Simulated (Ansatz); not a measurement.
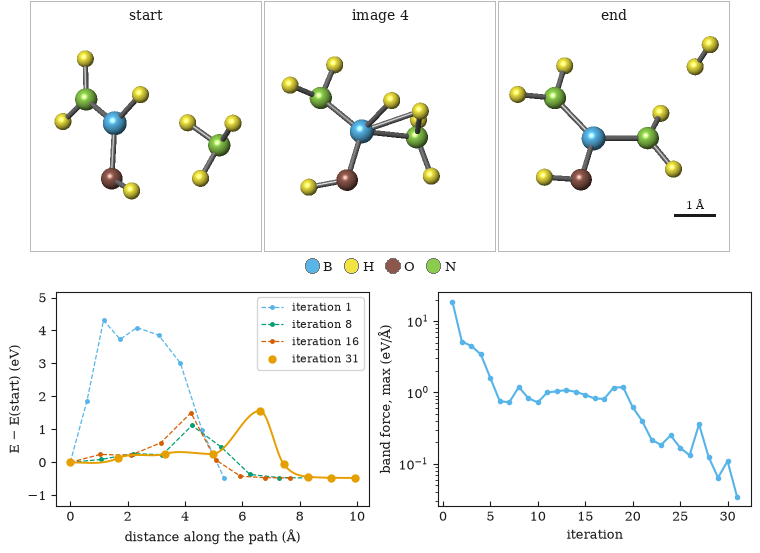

A nudged-elastic-band calculation for BN$_{2}$H$_{7}$O, made up at the start of BNH₄O and NH$_{3}$. Images are numbered from 0 (start) to 8 (end). The plot follows the band through its iterations. Style: ball-and-stick. Shown from a free direction.

All numbers below come from RKS r2SCAN-D4/def2-SVP in Ansatz. Set-up: 7 movable images; climbing image; force threshold 0.05 eV/Å; iteration limit 60; starting path through a guess of the saddle point.

> Judge this run.

The run is converged, with reservations. The band converged in 31 iterations. The largest component of the band force went from 19 to 0.035 eV/Å. The climbing image converged on the top of the path. Its vibrational analysis gives 2 imaginary modes over 30i cm⁻¹, so it isn't confirmed as a transition state. The first iteration put the highest image at 4.31 eV. The highest point, image 4, lies 1.56 eV above the start and 2.04 eV above the end; the end is at −0.47 eV relative to the start.

Limits of the set-up: the start holds two separate molecules, 2.7 Å apart at their closest, whose relative position is a soft coordinate.

The run took 7 min on 2 threads of Arm Neoverse V2 (shared host), peak memory 0.15 GiB.
